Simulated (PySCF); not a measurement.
**C₂H₈B₂FN (SMILES BN(C)CBF): density, localisation and related maps**

```xyz
14

B    -1.3324   -1.1560   -0.5832
N    -0.5225   -0.0817   -0.2943
C    -0.9730    1.1283    0.3532
C     0.9120   -0.0589   -0.5504
B     1.8511   -0.2592    0.7107
F     1.3409   -0.5284    1.8897
H    -2.4719   -1.1057   -0.3153
H    -0.8703   -2.0972   -1.1093
H    -0.4623    1.2718    1.3101
H    -2.0434    1.0734    0.5318
H    -0.7644    2.0009   -0.2769
H     1.1430   -0.8604   -1.2598
H     1.1695    0.8728   -1.0762
H     3.0230   -0.2002    0.6475
```

Geometry: GFN2-xTB.

The calculation used PySCF, CAM-B3LYP/def2-SVPD, SCF density, gas phase.

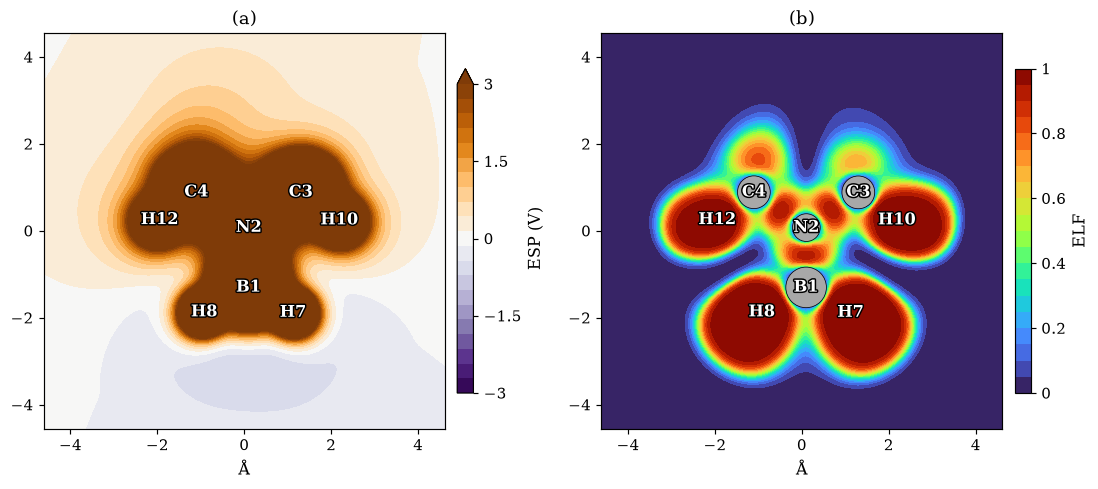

Figure 1. (a) molecular electrostatic potential; (b) ELF on the plane of atoms B1, N2 and C3. Grey discs cover the atomic cores in the ELF map.

> What do the fields say about this system?

- The section cuts through B, N, C and H sites.
- B–N (1.38 Å): the ELF peaks at about 0.95 between the atoms, as expected for a polar covalent bond.
- C–N (1.44 Å): the ELF peaks at about 0.95 between the atoms; a shared electron pair.
- C–H (1.09 Å): the ELF climbs to about 1 towards the hydrogen, as it does in any bond to H: an ordinary covalent bond to hydrogen.
- B–H (1.17 Å): the ELF climbs to about 1 towards the hydrogen (an ordinary covalent bond to hydrogen).
- Outside the dense part of the molecule the potential is most negative (−0.6 V) near H7.

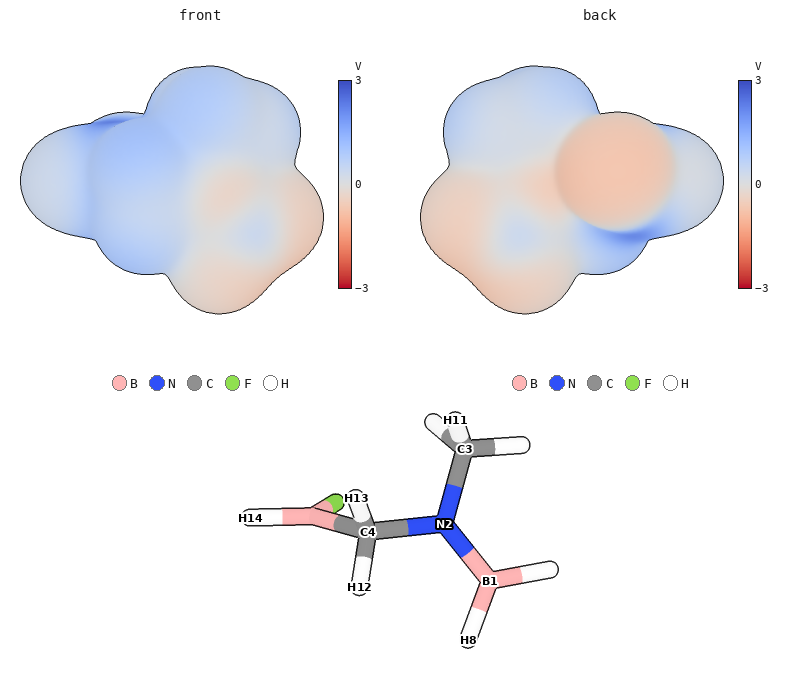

Figure 2. The molecular electrostatic potential painted on the density surface at 0.002 e/bohr³, seen from the front and from behind; the colour scale runs from red (negative) to blue (positive). The bare structure is drawn below in the same view.

> Which sites attract a positive test charge, and which a negative one?

A positive charge is drawn to the negative regions and a negative charge to the positive ones. The most negative region (about −0.7 V, or −16 kcal/mol for a unit charge) lies over F6, the most positive (about +2.0 V, or +46 kcal/mol for a unit charge) over B5.

> What dipole moment does the calculation give?

Its dipole moment is 2.15 D.

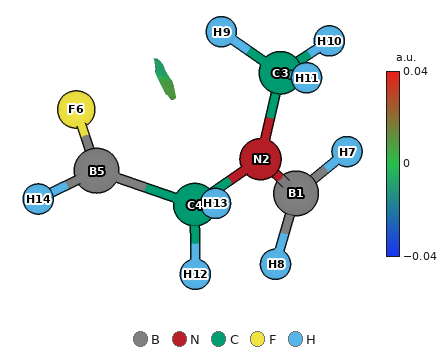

Figure 3. Non-covalent interaction (NCI) plot: the surface where the reduced density gradient is 0.4, for densities under 0.05 a.u., coloured by sign(λ₂)ρ; seen at a tilt.

> What holds or crowds the atoms apart from the covalent bonds?

Between H9 and C3 on one side and B5 and F6 on the other: a weak contact, attractive (blue-green) on one side and crowded (olive to red) on the other.
